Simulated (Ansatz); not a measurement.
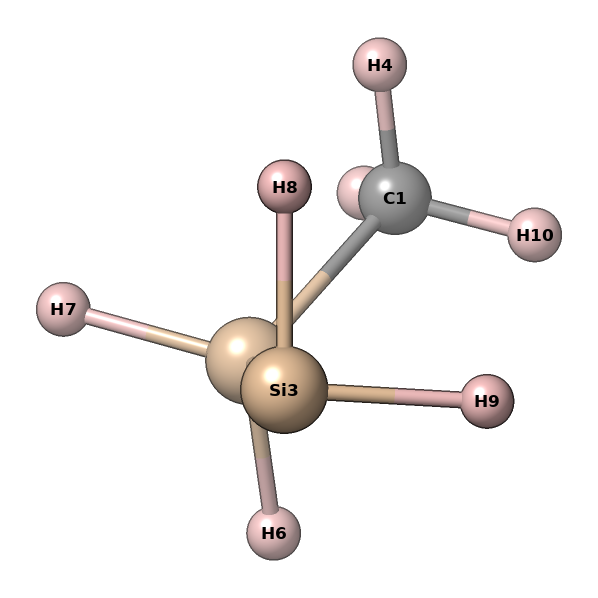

Si2 lies behind Si3. The molecule seen nearly along the Si3–Si2 bond, Si3 in front. Atoms fade into the background with distance from the viewer. State: charge −1, singlet. The computed structure is the end point of a PBE-D4/def2-SVPD optimisation. No frequency run is at hand to confirm it as a minimum.

**What is the torsion angle H8–Si3–Si2–C1? The sign is positive where the front bond must turn clockwise to cover the back bond.**

47°, synclinal (gauche).
